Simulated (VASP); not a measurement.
Band structure of AgCl (rock salt). These are optB86b-vdW, VASP's PBE PAW potentials (set 64) (plane waves; VASP) values and carry that method's errors.

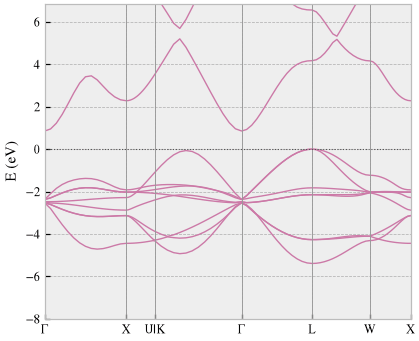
Bands along high-symmetry lines, zero at the valence-band maximum or, without a gap, the Fermi level

**Question.** Read the plot: is there a gap, and where are the band edges?

**Answer.** The gap is indirect, 0.85 eV, from the valence maximum at L to the conduction minimum at Γ. (Edges off the drawn lines would not show.)

The compound is AgCl in the rock salt structure. It was relaxed first.
